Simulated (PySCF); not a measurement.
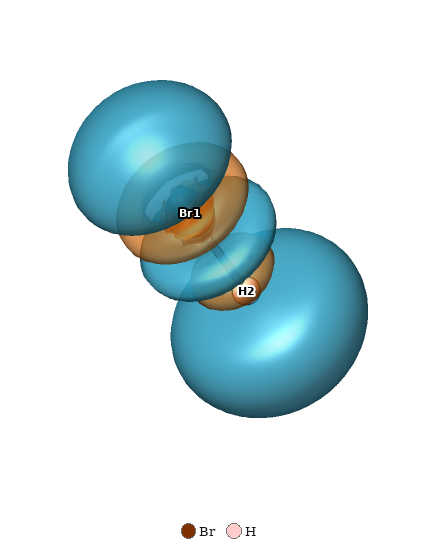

Figure 1: BrH, SMILES `Br`. Fukui function f⁺ = ρ(N+1) − ρ(N) at fixed geometry, surfaces at ±0.04 e/Å³ (light blue positive, orange negative).

Method: PBE0/cc-pVDZ; geometry: GFN2-xTB; program: PySCF. No frequency check shows the geometry to be a minimum. GFN2-xTB bond lengths at metals and heavier atoms can be off by up to 0.1 Å and shapes distorted, which carries into these values.

### On which atoms does the density change most on addition of an electron?

f⁺ (Hirshfeld-condensed) is largest on Br1 (0.55) and H2 (0.45); the vertical electron affinity is −2.52 eV (the stability of the anion's solution wasn't checked; negative, but this basis has no diffuse functions, so it doesn't show that the anion is unbound). Condensed values hint at sites of nucleophilic attack but needn't mark the atom that reacts. Orbital relaxation makes it negative in places (0.07 e in all).

Cost of the run: 5.8 s on 1 thread of Intel(R) Xeon(R) 6975P-C (Granite Rapids) (shared host), peak memory 0.19 GiB.
